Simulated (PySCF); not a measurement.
## Electronic structure of B₆H₁₂Si (nido-B6H10 (SiH3 for H, site d on B)) in real space

Input

```
{"job": {"kind": "nmr", "xc": "PBE", "basis": "pcSseg-1", "solvent": "dimethylsulfoxide", "pop": false}, "charge": 0, "multiplicity": 1}
B     -1.426975    -0.953971    -0.262129
B     -1.337750     0.359636     0.812389
B      0.591494     0.723644    -1.367656
B     -0.283097     1.597524     0.097534
B      0.193940    -0.120649     0.186054
B     -0.007516    -0.967071    -1.236564
H     -1.778275    -2.003309     0.164214
H     -1.770093     0.491437     1.894889
H      1.687377     1.060650    -1.643504
H      0.232064     2.483734     0.679030
Si     1.487940    -0.864241     1.453431
H      2.585678     0.086771     1.748097
H      2.193504    -2.087522     1.019384
H      0.950600    -1.212820     2.783223
H      0.487735    -1.825560    -1.855162
H     -2.120953    -0.495157    -1.127474
H     -1.536945     1.639548     0.163339
H     -0.132390     1.818592    -1.182698
H     -0.016336     0.268763    -2.326395
```

Run with:

```sh
OMP_NUM_THREADS=1 python ens_run.py task.json out
```

Geometry: GFN2-xTB.

Computed with PySCF 2.14.0, PBE/pcSseg-1, SCF density, in a dimethylsulfoxide solvent model, non-relativistic.

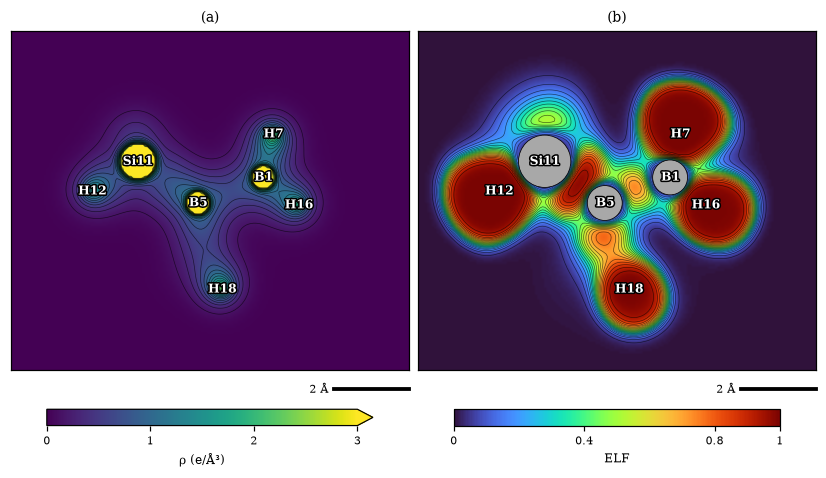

Figure 1. (a) electron density; (b) electron localisation function on the plane of atoms B1, B5 and Si11. Grey discs cover the atomic cores in the ELF map.

### What do the fields say about this system?

Atoms in the plane: B, H and Si.
Si–B (1.96 Å): ρ is about 0.78 e/Å³ halfway; the ELF peaks at about 1 between the atoms, as expected for a covalent bond.
B–H (1.19 Å): ρ at the midpoint is about 1.2 e/Å³; the ELF climbs to about 1 towards the hydrogen, as it does in any bond to H: an ordinary covalent bond to hydrogen.
B–B (1.88 Å): ρ at the midpoint is about 0.68 e/Å³; the ELF peaks at about 0.75 between the atoms.
Si–H (1.48 Å): ρ is about 0.77 e/Å³ halfway; the ELF climbs to about 1 towards the hydrogen.

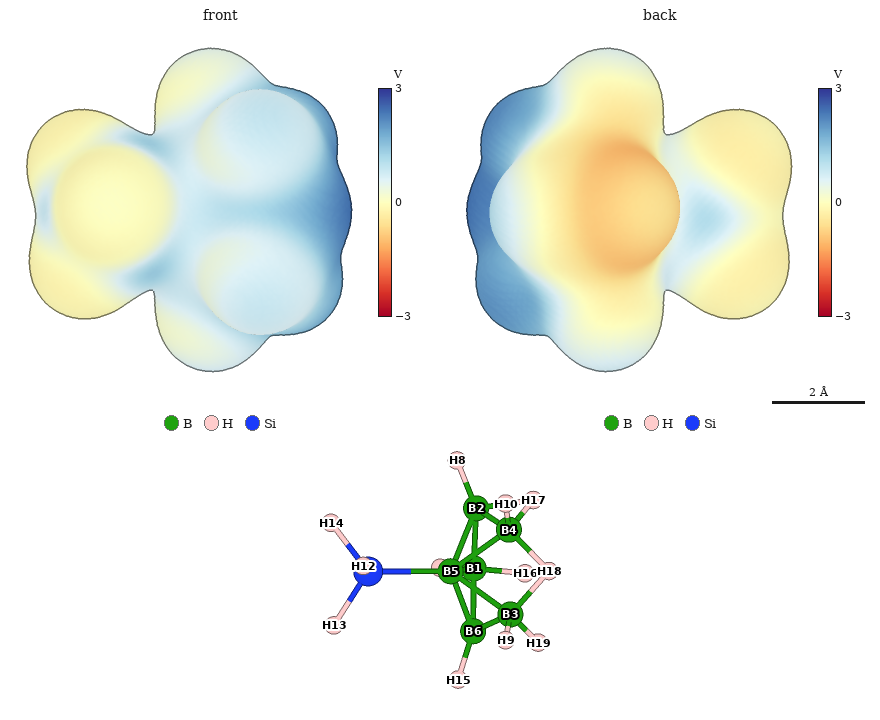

Figure 2. The molecular electrostatic potential painted on the density surface at 0.004 e/bohr³, seen from the front and from behind; red is negative and blue positive. The bare structure is drawn below in the same view.

### Where is the surface potential most negative and most positive?

The most negative region (about −1.0 V, or −23 kcal/mol for a unit charge) lies over H7, the most positive (about +2.4 V, or +55 kcal/mol for a unit charge) over B4 and H18.

### What dipole moment does the calculation give?

Its dipole moment is 4.13 D.
